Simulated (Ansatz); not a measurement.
**Fields on a plane of CeO2 (fluorite)**

```yaml
crystal:
  lattice:
    - [0.00000, 2.73214, 2.73214]
    - [2.73214, 0.00000, 2.73214]
    - [2.73214, 2.73214, 0.00000]
  atoms:
    - { symbol: Ce, position: [0.00000, 0.00000, 0.00000] }
    - { symbol: O, position: [0.25000, 0.25000, 0.25000] }
    - { symbol: O, position: [0.75000, 0.75000, 0.75000] }
```

The slice is a {100} plane (indices of the conventional cell) through the point (0.750, 0.750, 0.750) (fractional), spanned by u = [100] and v = [0 1 -1] in vectors of this cell: u (3.86 Å) and v (3.86 Å, at 90° to u). It covers one period; positions are fractions (u, v).

Atoms on it: O at (0.50, 0.50); O at (0.00, 0.00).

Calculation: PBE (plane waves to 420 eV, PAW, scalar-relativistic; Ansatz, a quantum-chemistry and plane-wave program). k mesh 10×10×10. These are valence fields of a PAW run, semicore shells included where kept as valence: close to a nucleus they are smooth pseudo fields. CeO2 is run without spin polarisation. CeO2 was relaxed with its symmetry unable to fall. The filling of the f shell was not checked against other fillings, so treat energies with care.

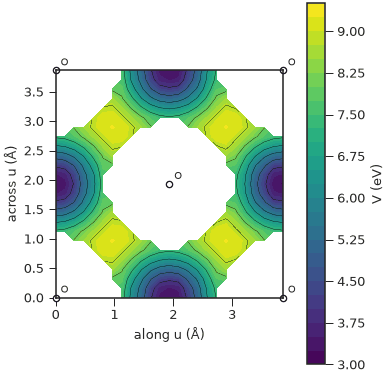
Electrostatic potential energy of an electron, from the cell's mean, in eV, one period of the plane, atoms marked. Points within 1 Å of a nucleus are left white, as the pseudised field means little there. The zero, the cell's mean, hangs on the PAW cores.

```
|xxx@@%+:         :+%@@xx|
|xxx@@%=.         .=%@@xx|
|x@@@@*-           -*@@@@|
|@@@@#=.           .=#@@@|
|@%%*=:    .:::.    :=*%%|
|*+=-.   .-=+*+=-.   .-=+|
|::.    :=*%%@%%*=:    .:|
|      .=#@@@@@@@#=.     |
|      -*@@@@x@@@@*-     |
|     .=%@@xxxxx@@%=.    |
|     :+%@@xxxxx@@%+:    |
|     :*@@xxxxxxx@@*:    |
|     :+%@@xxxxx@@%+:    |
|     .=%@@xxxxx@@%=.    |
|      -*@@@@x@@@@*-     |
|      .=#@@@@@@@#=.     |
|::.    :=*%%@%%*=:    .:|
|*+=-.   .-=+*+=-.   .-=+|
|@%%*=:    .:::.    :=*%%|
|@@@@#=.           .=#@@@|
|x@@@@*-           -*@@@@|
|xxx@@%=.         .=%@@xx|
|xxx@@%+:         :+%@@xx|
|xxxx@@*:         :*@@xxx|
```
Scale: ten equal steps from 0.05 (start of ' ') to 0.82 (end of '@'), in the order ' .:-=+*#%@'. Values: electron localisation function (ELF). The map has 24 points along u (one character each, u = 0 at the left) and 24 along v (v = 0 in the bottom row). Points within 0.5 Å of a nucleus are blanked (x), as the pseudised field means little there.
